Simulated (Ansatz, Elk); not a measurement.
# BaTi3Ni: X-ray structure factors from the self-consistent density

Structure refinements treat a crystal as free atoms side by side. For a made-up structure of BaTi3Ni (cell and positions from a PBE relaxation) the runs below show what the calculated density changes in F(hkl).

Method: DFT, PBE, all-electron APW+lo, Dirac cores, scalar-relativistic bands, static density, no spin, in Elk 11.2.3 (patched build).

The structure was built from a prototype and need not be the compound's stable phase.

### 1. The structure

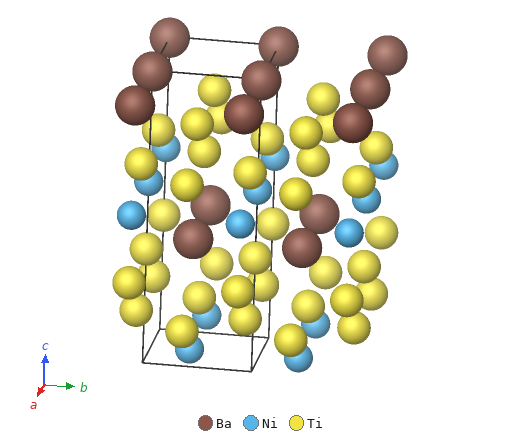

Start, viewed slightly off an axis; barium brown, nickel blue, titanium yellow. 2×2×1 cells are drawn. This picture shows the conventional cell, with its axes. Some periodic images of atoms are drawn too.

### 2. Ground state and structure factors

An all-electron density is needed, since X-rays see the cores too. Task 0 finds the density and task 195 Fourier-transforms it; tshift is off so that phases refer to the origin typed.

Contents of elk.in:

```
tasks
  0
  195

xctype
  20

spinpol
  .false.

rgkmax
  7.0

gmaxvr
  14.0

lmaxo
  7

lmaxapw
  8

swidth
  0.002

tshift
  .false.

ramdisk
  .false.

hmaxvr
  5.5

maxscl
  120

epspot
  1e-06

sppath
  './'

avec
  -4.02276290908 4.02276290908 11.24151241539
  4.02276290908 -4.02276290908 11.24151241539
  4.02276290908 4.02276290908 -11.24151241539

atoms
  3
  'Ba.in'
  1
  0.9961995902 0.9961995902 -0.0000000000   0.000000 0.000000 0.000000
  'Ni.in'
  1
  0.6205214868 0.6205214868 0.0000000000   0.000000 0.000000 0.000000
  'Ti.in'
  3
  0.3896236772 0.3896236772 -0.0000000000   0.000000 0.000000 0.000000
  0.2383276229 0.7383276229 0.5000000000   0.000000 0.000000 0.000000
  0.7383276229 0.2383276229 0.5000000000   0.000000 0.000000 0.000000

ngridk
  7 7 7
```

Command:

```console
$ OMP_NUM_THREADS=4 elk
```

Numbers of over 12 decimals in the logs are rounded to 6 here.

What it wrote:

```text
┌─────────────────────────┐
│ Elk code version 11.2.3 │
└─────────────────────────┘

All units are atomic (Hartree, Bohr, etc.)

┌─────────────────────────────────────────────────┐
│ Ground-state run starting from atomic densities │
└─────────────────────────────────────────────────┘

Lattice vectors :
  -4.022762909       4.022762909       11.24151242
   4.022762909      -4.022762909       11.24151242
   4.022762909       4.022762909      -11.24151242

Reciprocal lattice vectors :
  0.1017083159E-16  0.7809539674      0.2794635221
  0.7809539674      0.1017083159E-16  0.2794635221
  0.7809539674      0.7809539674      0.5315116263E-17

Unit cell volume      :    727.6685585
Brillouin zone volume :   0.3408835115

Muffin-tin inner radius fraction :   0.1000000000E-01

Nuclei treated as point charges

Species : 1 (Ba)
 parameters loaded from : Ba.in
 name : barium
 nuclear charge    :   -56.00000000
 electronic charge :    56.00000000
 atomic mass :    250331.8071
 muffin-tin radius :    2.800000000
 number of radial points in muffin-tin :   1393
 inner part over the whole radius :   0.9950032293E-02
 number on inner part of muffin-tin    :    996
 approximate nuclear radius :   0.9171481901E-04
 number of mesh points to nuclear radius :    504
 atomic positions (lattice), magnetic fields (Cartesian) :
  1 :   0.99619959  0.99619959  0.00000000    0.00000000  0.00000000  0.00000000

Species : 2 (Ni)
 parameters loaded from : Ni.in
 name : nickel
 nuclear charge    :   -28.00000000
 electronic charge :    28.00000000
 atomic mass :    106991.5231
 muffin-tin radius :    2.383210237
 number of radial points in muffin-tin :    993
 inner part over the whole radius :   0.9964875906E-02
 number on inner part of muffin-tin    :    701
 approximate nuclear radius :   0.7325707712E-04
 number of mesh points to nuclear radius :    335
 atomic positions (lattice), magnetic fields (Cartesian) :
  1 :   0.62052149  0.62052149  0.00000000    0.00000000  0.00000000  0.00000000

Species : 3 (Ti)
 parameters loaded from : Ti.in
 name : titanium
 nuclear charge    :   -22.00000000
 electronic charge :    22.00000000
 atomic mass :    87256.20317
 muffin-tin radius :    2.383210237
 number of radial points in muffin-tin :    993
 inner part over the whole radius :   0.9851022908E-02
 number on inner part of muffin-tin    :    698
 approximate nuclear radius :   0.6805665174E-04
 number of mesh points to nuclear radius :    325
 atomic positions (lattice), magnetic fields (Cartesian) :
  1 :   0.38962368  0.38962368  0.00000000    0.00000000  0.00000000  0.00000000
  2 :   0.23832762  0.73832762  0.50000000    0.00000000  0.00000000  0.00000000
  3 :   0.73832762  0.23832762  0.50000000    0.00000000  0.00000000  0.00000000

Total number of atoms per unit cell :    5
Total muffin-tin volume :    318.7484672
 ratio of muffin-tin to unit cell volume :   0.4380407309

Spin treatment :
 spin-unpolarised

Number of Bravais lattice symmetries :   16
Number of crystal symmetries         :    8
Crystal has no inversion symmetry
Complex Hermitian eigensolver will be used

k-point grid :      7     7     7
k-point offset :    0.000000000       0.000000000       0.000000000
k-point set is reduced with full crystal symmetry group
Total number of k-points :       70

Muffin-tin radius times maximum |G+k| :    7.000000000
 using average radius
Maximum |G+k| for APW functions       :    2.837951138
Maximum (1/2)|G+k|²                   :    4.026983331
Maximum |G| for potential and density :    14.00000000
Constant for pseudocharge density :   10
 order of it for each species :   17  17  17
 order of it for pair densities of each species (exact exchange by exxq0 0: 18) :   13   9   9
Radial integration step length :    1

G-vector grid sizes :     60    60    60
Number of G-vectors :    33659

Maximum angular momentum used for
 APW functions            :    8
 outer part of muffin-tin :    7
 inner part of muffin-tin :    2

Total nuclear charge    :   -150.0000000
[...]
correlation                 :     -7.253675
 electron entropic           :    -0.18770902159603E-02
 total energy                :     -12222.307210104

Density of states at Fermi energy :    137.2307186
 (states/Hartree/unit cell)

Estimated indirect band gap :   0.9850591250E-03
 from k-point 17 to k-point 42
Estimated direct band gap   :   0.3510351810E-02
 at k-point 17

Charges :
 core                        :    78.00000000
 valence                     :    72.00000000
 interstitial                :    8.051338045
 muffin-tins (core leakage)
  species : 1 (Ba)
   atom 1                    :    53.68454866     (  0.5218537048E-05)
  species : 2 (Ni)
[...]
species : 3 (Ti)
[...]
total in muffin-tins        :    141.9486620
 total calculated charge     :    149.9994940
 total charge                :    150.0000000
 error                       :   0.5059643817E-03

RMS change in Kohn-Sham potential (target) :   0.3380278398     (  0.1000000000E-05)
Absolute change in total energy (target)   :   0.4190629624E-01 (  0.1000000000E-03)

[... loops 3 to 22 left out ...]

┌──────────────────┐
│ Loop number : 23 │
└──────────────────┘

Energies :
 Fermi                       :     0.255469
 sum of occupied eigenvalues :     -7378.9064802285
 electron kinetic            :      12819.046918396
 core electron kinetic       :      12189.803509090
 Coulomb                     :     -24652.112298146
 Coulomb potential           :     -19692.329076038
 nuclear-nuclear             :     -1351.4674353622
 electron-nuclear            :     -26941.453257529
 Hartree                     :      3640.8083947459
 Madelung                    :     -14805.947760127
 xc potential                :     -505.62432258705
 exchange                    :     -381.25963533502
 correlation                 :     -7.248746
 electron entropic           :    -0.21797370957984E-02
 total energy                :     -12221.575940872

Density of states at Fermi energy :    157.5950556
 (states/Hartree/unit cell)

Estimated indirect band gap :   0.2669284772E-02
 from k-point 29 to k-point 23
Estimated direct band gap   :   0.3041676130E-02
 at k-point 17

Charges :
 core                        :    78.00000000
 valence                     :    72.00000000
 interstitial                :    8.023610924
 muffin-tins (core leakage)
  species : 1 (Ba)
[...]
species : 2 (Ni)
[...]
species : 3 (Ti)
[...]
total in muffin-tins        :    141.9763891
 total calculated charge     :    149.9994926
 total charge                :    150.0000000
 error                       :   0.5073988916E-03

RMS change in Kohn-Sham potential (target) :   0.3258443053E-06 (  0.1000000000E-05)
Absolute change in total energy (target)   :   0.2062733984E-06 (  0.1000000000E-03)

Convergence targets achieved

┌──────────────────┐
│ Loop number : 24 │
└──────────────────┘

Energies :
 Fermi                       :     0.255469
 sum of occupied eigenvalues :     -7378.9064702059
 electron kinetic            :      12819.046917694
 core electron kinetic       :      12189.803510324
 Coulomb                     :     -24652.112293053
 Coulomb potential           :     -19692.329078871
 nuclear-nuclear             :     -1351.4674353622
 electron-nuclear            :     -26941.453244255
 Hartree                     :      3640.8083865639
 Madelung                    :     -14805.947753618
 xc potential                :     -505.62430902949
 exchange                    :     -381.25963483583
 correlation                 :     -7.248746
 electron entropic           :    -0.21797368421006E-02
 total energy                :     -12221.575935973

Density of states at Fermi energy :    157.5950275
 (states/Hartree/unit cell)

Estimated indirect band gap :   0.2669289005E-02
 from k-point 29 to k-point 23
Estimated direct band gap   :   0.3041682139E-02
 at k-point 17

Charges :
 core                        :    78.00000000
 valence                     :    72.00000000
 interstitial                :    8.023611064
 muffin-tins (core leakage)
  species : 1 (Ba)
[...]
species : 2 (Ni)
[...]
species : 3 (Ti)
   atom 1                    :    20.32234282     ( -0.2199003433E-06)
   atom 2                    :    20.25809601     ( -0.2199051572E-06)
   atom 3                    :    20.25809601     ( -0.2199051572E-06)
 total in muffin-tins        :    141.9763889
 total calculated charge     :    149.9994926
 total charge                :    150.0000000
 error                       :   0.5073988717E-03

┌──────────────────────────────┐
│ Self-consistent loop stopped │
└──────────────────────────────┘

Warning : core states of species 2 leak from the muffin-tin :   0.3049637903E-03

Wrote STATE.OUT
```

The job ended after 2 min (4 threads of Arm Neoverse V2, shared host; peak memory 0.27 GiB; 6.9 min of CPU time).

SFACRHO.OUT:

```text

h k l indices transformed by vhmat matrix:
   1.000000000       0.000000000       0.000000000    
   0.000000000       1.000000000       0.000000000    
   0.000000000       0.000000000       1.000000000    

      h      k      l  multipl.   |H|            Re(F)            Im(F)           |F|

      0      0      0      1   0.0000000       150.00000      0.26333218E-16   150.00000    
      1      1     -1      1  0.55892704       17.527750       9.9701890       20.164987    
     -1     -1      1      1  0.55892704       17.527750      -9.9701890       20.164987    
      1      0     -1      4  0.82945100       17.001114      -6.5495010       18.219052    
      0     -1      1      4  0.82945100       17.001114       6.5495010       18.219052    
      0      0     -1      4   1.1044357       53.375179     -0.11997199E-13   53.375179    
     -2     -2      2      1   1.1178541       39.785122       17.530480       43.476128    
      2      2     -2      1   1.1178541       39.785122      -17.530480       43.476128    
      1      2     -2      4   1.1457695       69.601333      -6.4441220       69.899015    
     -1     -2      2      4   1.1457695       69.601333       6.4441220       69.899015    
      0      2     -1      4   1.2378116       82.018709     -0.34127676       82.019419    
      0     -2      1      4   1.2378116       82.018709      0.34127676       82.019419    
      1     -1     -1      4   1.5619079       107.77071      0.93503520E-14   107.77071    
     -1     -3      2      4   1.5714248      -20.806273      -1.5522286       20.864093    
      2      2     -3      4   1.5714248      -20.806273       1.5522286       20.864093    
     -2     -3      3      4   1.6007453       72.047206      -2.7560742       72.099902    
      2      3     -3      4   1.6007453       72.047206       2.7560742       72.099902    
      2      0      0      4   1.6589020       16.686075       8.3035515       18.637973
```

Elk indexes on the primitive cell of elk.in and gives |H| = 4π sin θ/λ in inverse bohr. Below, one row stands for each form hkl of the conventional cell (m members, Friedel mates merged), F is for one primitive cell and the density is static (no thermal factor). Free-atom factors are Waasmaier and Kirfel's, and R is Σm||F|−|F'||/Σm|F|.

| hkl | m | sin θ/λ (Å⁻¹) | abs F, DFT | neutral atoms | diff. | abs of complex diff. |
| --- | --- | --- | --- | --- | --- | --- |
| 002 | 2 | 0.084 | 20.165 | 20.321 | -0.156 | 0.161 |
| 101 | 8 | 0.125 | 18.219 | 18.320 | -0.101 | 0.168 |
| 110 | 4 | 0.166 | 53.375 | 53.062 | +0.313 | 0.313 |
| 004 | 2 | 0.168 | 43.476 | 43.810 | -0.334 | 0.371 |
| 103 | 8 | 0.172 | 69.899 | 69.732 | +0.167 | 0.245 |
| 112 | 8 | 0.186 | 82.019 | 82.314 | -0.295 | 0.373 |
| 200 | 4 | 0.235 | 107.771 | 108.311 | -0.540 | 0.540 |
| 114 | 8 | 0.236 | 20.864 | 21.324 | -0.460 | 0.460 |
| 105 | 8 | 0.241 | 72.100 | 72.378 | -0.278 | 0.286 |
| 202 | 8 | 0.249 | 18.638 | 18.383 | +0.255 | 0.299 |
| 006 | 2 | 0.252 | 4.150 | 3.825 | +0.326 | 0.369 |
| 211 | 16 | 0.266 | 16.298 | 16.194 | +0.104 | 0.135 |
| 204 | 8 | 0.289 | 36.353 | 36.230 | +0.123 | 0.124 |
| 213 | 16 | 0.291 | 57.793 | 58.034 | -0.241 | 0.258 |

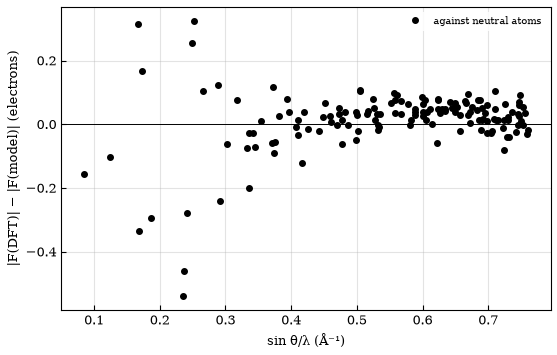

Difference between the calculated structure factors and the independent-atom ones.

### 3. The highest occupied states alone

An energy window below the Fermi level keeps the highest occupied states, to see at which angles they scatter; shallow core shells can lie inside it and anion s states outside. No new self-consistency is needed.

Edit elk.in of step 2 so:

```diff
@@ -1,3 +1,2 @@
 tasks
-  0
   195
@@ -40,2 +39,5 @@
 
+wsfac
+  -0.295770 0.555470
+
 sppath
```

Command:

```console
$ OMP_NUM_THREADS=4 elk
```

What it wrote:

```text
┌─────────────────────────────────┐
│ Elk code version 11.2.3 started │
└─────────────────────────────────┘

Info(readinput): the functional depends on the density's gradient
 muffin-tin radial points multiplied by    2.00000
 (not where nrmtscf is given)

┌────────────────────┐
│ Current task : 195 │
└────────────────────┘
Info(checkmt): changed muffin-tin radius of species 2 (Ni) from   2.4000 to   2.3832
Info(checkmt): changed muffin-tin radius of species 3 (Ti) from   2.4000 to   2.3832

Info(sfacrho): density structure factors written to SFACRHO.OUT

 Energy window :  -0.2957700000      0.5554700000

┌──────────────────┐
│ Elk code stopped │
└──────────────────┘
```

It took 16 s on 4 threads; peak memory 0.17 GiB; 22 s of CPU time.

States within 15 eV below the Fermi level hold 30.00 electrons; any levels below the window count with the cores. Their amplitudes can exceed the total, where window and core parts have opposite phase:

| hkl | sin θ/λ (Å⁻¹) | abs F, window | abs F, all |
| --- | --- | --- | --- |
| 002 | 0.084 | 6.622 | 20.165 |
| 101 | 0.125 | 5.437 | 18.219 |
| 110 | 0.166 | 8.041 | 53.375 |
| 004 | 0.168 | 3.236 | 43.476 |
| 103 | 0.172 | 8.218 | 69.899 |
| 112 | 0.186 | 6.397 | 82.019 |
| 200 | 0.235 | 7.536 | 107.771 |
| 114 | 0.236 | 5.811 | 20.864 |
| 105 | 0.241 | 5.782 | 72.100 |
| 202 | 0.249 | 4.304 | 18.638 |

### 4. Another functional

The difference from free atoms is small, so it is set against the change that LDA (Perdew-Wang) makes.

Edit elk.in of step 3 so:

```diff
@@ -1,2 +1,3 @@
 tasks
+  0
   195
@@ -4,3 +5,3 @@
 xctype
-  20
+  3
 
@@ -39,5 +40,2 @@
 
-wsfac
-  -0.295770 0.555470
-
 sppath
```

Command:

```console
$ OMP_NUM_THREADS=4 elk
```

What it wrote:

```text
┌─────────────────────────┐
│ Elk code version 11.2.3 │
└─────────────────────────┘

All units are atomic (Hartree, Bohr, etc.)

┌─────────────────────────────────────────────────┐
│ Ground-state run starting from atomic densities │
└─────────────────────────────────────────────────┘

Lattice vectors :
  -4.022762909       4.022762909       11.24151242
   4.022762909      -4.022762909       11.24151242
   4.022762909       4.022762909      -11.24151242

Reciprocal lattice vectors :
  0.1017083159E-16  0.7809539674      0.2794635221
[...]
species : 1 (Ba)
[...]
species : 2 (Ni)
[...]
species : 3 (Ti)
[...]
atom 2                    :    20.27724802     ( -0.3530063987E-05)
   atom 3                    :    20.27724802     ( -0.3530063987E-05)
 total in muffin-tins        :    142.0436021
 total calculated charge     :    149.9994791
 total charge                :    150.0000000
 error                       :   0.5208554375E-03

┌──────────────────────────────┐
│ Self-consistent loop stopped │
└──────────────────────────────┘

Warning : core states of species 2 leak from the muffin-tin :   0.3170731324E-03

Wrote STATE.OUT
[key lines of the parts left out:]
total energy                :     -12207.458150855
```

Elapsed: 75 s, on 4 threads; peak memory 0.2 GiB.

Against the first run R = 0.03 %; the largest change is -0.055 at 220.

### 5. A coarser k-mesh

About half the k-points along each axis test the sampling.

Edit elk.in of step 4 so:

```diff
@@ -5,3 +5,3 @@
 xctype
-  3
+  20
 
@@ -63,2 +63,2 @@
 ngridk
-  7 7 7
+  4 4 4
```

Command:

```console
$ OMP_NUM_THREADS=4 elk
```

What it wrote:

```text
┌─────────────────────────┐
│ Elk code version 11.2.3 │
└─────────────────────────┘

All units are atomic (Hartree, Bohr, etc.)

┌─────────────────────────────────────────────────┐
│ Ground-state run starting from atomic densities │
└─────────────────────────────────────────────────┘

Lattice vectors :
  -4.022762909       4.022762909       11.24151242
   4.022762909      -4.022762909       11.24151242
   4.022762909       4.022762909      -11.24151242

Reciprocal lattice vectors :
  0.1017083159E-16  0.7809539674      0.2794635221
[...]
species : 1 (Ba)
[...]
species : 2 (Ni)
[...]
species : 3 (Ti)
[...]
atom 2                    :    20.25925751     ( -0.2199055320E-06)
   atom 3                    :    20.25925751     ( -0.2199055320E-06)
 total in muffin-tins        :    141.9801275
 total calculated charge     :    149.9994906
 total charge                :    150.0000000
 error                       :   0.5094071780E-03

┌──────────────────────────────┐
│ Self-consistent loop stopped │
└──────────────────────────────┘

Warning : core states of species 2 leak from the muffin-tin :   0.3048505415E-03

Wrote STATE.OUT
[key lines of the parts left out:]
total energy                :     -12221.576616035
```

It took 47 s on 4 threads; peak memory 0.27 GiB.

Against the first run R = 0.01 %; the largest change is +0.013 at 200.

### 6. Settings against the effect

| run | R against the first run (%) | R against neutral atoms, low angle (%) | wall time |
| --- | --- | --- | --- |
| PBE, rgkmax 7 | 0.00 | 0.53 | 2 min |
| LDA (Perdew-Wang) | 0.03 | 0.54 | 75 s |
| k-mesh 4×4×4 | 0.01 | 0.53 | 47 s |

### 7. Outcome

| Item | Value |
| --- | --- |
| R against neutral atoms, sin θ/λ < 0.3 Å⁻¹ | 0.53 % |
| R against neutral atoms, 0.3 to 0.76 Å⁻¹ | 0.14 % |

Independent neutral atoms miss the calculated amplitudes by R = 0.53 % below 0.3 Å⁻¹ and 0.14 % from there to 0.76 Å⁻¹; by shells, 0.60 % below 0.15 Å⁻¹ (2 forms), 0.53 % 0.15 to 0.3 (12 forms), 0.12 % 0.3 to 0.45 (23 forms), 0.14 % above 0.45 (112 forms). Bonding, aspherical density and the tables' own atoms all enter these figures, and the runs don't part them. The largest change of an amplitude is -0.54 electrons, at 200. R counts amplitudes alone; phases shift too. The window's part falls from 30.0 electrons at the origin to at most 2.20 between 0.45 and 0.76 Å⁻¹, where compact states inside the window still scatter. The window holds more than the 24 outer electrons of the free atoms, so shallow core shells lie inside it. Below 0.3 Å⁻¹ the changes that finished (LDA (Perdew-Wang) and k-mesh 4×4×4) move F by R = 0.02 % at most, against the 0.53 % that separates it from free atoms. The basis has no finished test. These runs have no spin, though d or f shells may be open. Part of the difference isn't bonding: the tables are fits to free atoms and ions calculated by other methods than this functional. Thermal motion, anomalous dispersion and extinction are left out.

[Logs are printed without paths, hosts, clocks, repeated set-up lines and the standing remarks that a program may print on its own settings, such as how far it seeks lower states.]

[Hosts, paths, dates, database ids (printed as entryN), source tags and the programs' standing remarks are cut or masked in the printed files.]
